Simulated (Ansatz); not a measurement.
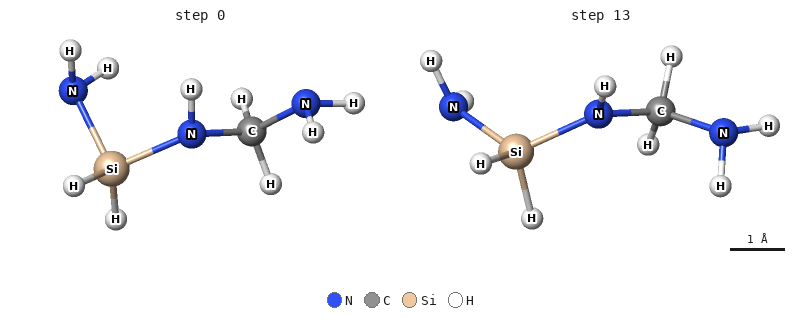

The structure of CH$_{9}$N$_{3}$Si (coarse preliminary run) before (left) and after (right) a relaxation, at one scale.

The picture is a ball-and-stick view, seen at a tilt.

The start comes from a force field.

All numbers below come from Ansatz, RKS PBE-D4/def2-SVP.

The input:
```yaml
crystal:
  periodic: [false, false, false]
  atoms:
    - {symbol: N, position_ang: [-0.174500, 0.996900, 2.009900]}
    - {symbol: C, position_ang: [0.392800, 0.889200, 0.708200]}
    - {symbol: N, position_ang: [0.000800, -0.436100, 0.324100]}
    - {symbol: Si, position_ang: [0.486600, -1.190200, -1.110300]}
    - {symbol: N, position_ang: [-0.847500, -0.667600, -2.094400]}
    - {symbol: H, position_ang: [0.139000, 0.312500, 2.589200]}
    - {symbol: H, position_ang: [0.120300, 1.915300, 2.422200]}
    - {symbol: H, position_ang: [0.040700, 1.663100, 0.012800]}
    - {symbol: H, position_ang: [1.486000, 1.034100, 0.831800]}
    - {symbol: H, position_ang: [-0.943200, -0.561600, 0.591500]}
    - {symbol: H, position_ang: [1.685200, -0.692500, -1.599100]}
    - {symbol: H, position_ang: [0.314300, -2.651000, -0.932500]}
    - {symbol: H, position_ang: [-1.775100, -1.002300, -1.739100]}
    - {symbol: H, position_ang: [-0.938300, 0.361000, -1.985500]}
basis:
  gaussian: {orbitals: def2-SVP}
hamiltonian: {xc: pbe, dispersion: d4}
relax: {f_tol: 0.03, max_steps: 200}
```

Run as
```bash
ansatz run in.yaml --threads 4 --pin off --events-out ev --progress --plain --max-ram 10444MiB
```

Question: What changed between the two?

Answer: The largest move after the best rigid fit is that of H14, 1.19 Å. Largest moves by element: H 1.19 Å, N 0.64 Å, C 0.45 Å, Si 0.36 Å. Some distances before and after: Si4–H11 1.387 → 1.505 Å, N1–H6 0.950 → 1.029 Å, N3–Si4 1.692 → 1.746 Å, N3–H10 0.989 → 1.025 Å. Bond angles that change, for instance: N3–Si4–N5 97.2° → 121.8°, Si4–N5–H14 107.8° → 118.7°, N1–C2–H9 106.3° → 115.3°. The energy falls by 1.409 eV in 12 accepted moves (13 points after the start). Largest force component: 5.3 eV/Å at the start, 0.026 eV/Å at the end. The line search rejected the trial step at point 8 of the run.
